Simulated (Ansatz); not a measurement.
Profile along the Pt–Pt line in Pt (fcc, Cu type)

Pt (fcc, Cu type)

```xyz
1
Lattice="0.0000 1.9850 1.9850 1.9850 0.0000 1.9850 1.9850 1.9850 0.0000" Properties=species:S:1:pos:R:3 pbc="T T T"
Pt     0.0000     0.0000     0.0000
```

Fields along a shortest Pt–Pt line of a {111} plane (2.81 Å), from Pt to Pt, interpolated on the slice's grid (step about 0.2 Å). These are PBE (plane waves to 420 eV, PAW, scalar-relativistic; Ansatz, a quantum-chemistry and plane-wave program) values and carry that method's errors. k mesh 20×20×20. Near the nuclei the fields are pseudised (PAW); where an atom keeps semicore shells as valence, they peak there. Pt is run without spin polarisation. Pt was relaxed with its symmetry unable to fall. Spin-orbit coupling is left out, though Pt is heavy. The PAW data are Ansatz's earlier set.

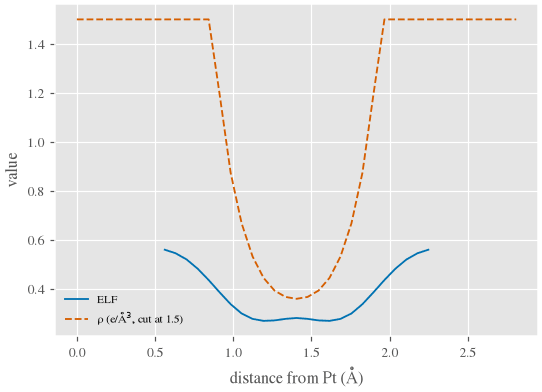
Fig. 1. ELF (away from the nuclei) and valence density from Pt to Pt.

Density on the Pt–Pt line (2.81 Å) at its midpoint: 0.36 e/Å³. ELF at that point: 0.28.
